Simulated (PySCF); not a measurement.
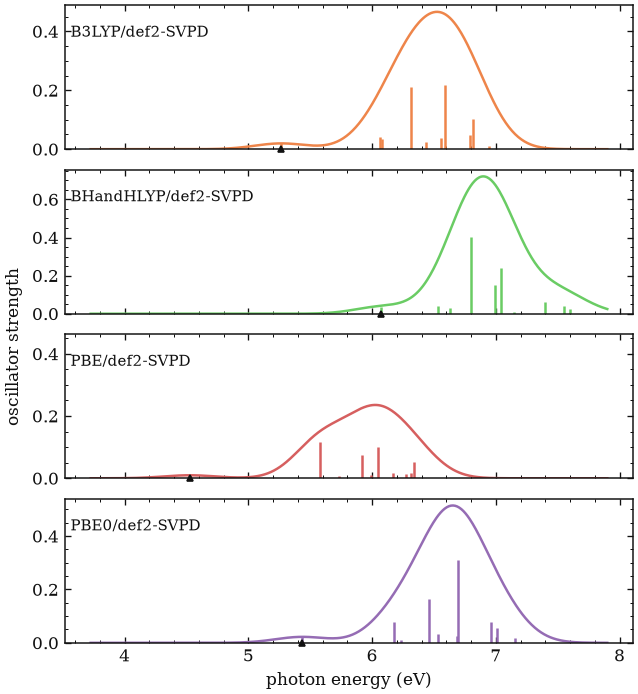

Vertical TDDFT spectra of C₃H₁₁PSi₂, SMILES C=C[Si@@H](C)P[SiH3] at one geometry and several levels (PySCF, at a PBE0-D3(BJ)/def2-SVP geometry (no frequency check)); sticks with Gaussians of 1/e half-width 0.30 eV, the triangle marks S1, which has the same leading orbital pair at all these levels. Only the lowest states were computed, so the high end is incomplete.

Order the levels by their S1 energy.

Answer. From lowest to highest: PBE/def2-SVPD 4.53 eV, B3LYP/def2-SVPD 5.27 eV, PBE0/def2-SVPD 5.43 eV, BHandHLYP/def2-SVPD 6.07 eV; a spread of 1.55 eV.

Limits of at least one run: core orbitals are frozen in the response; one conformer of a flexible molecule; states above the negative HOMO energy depend on the basis.
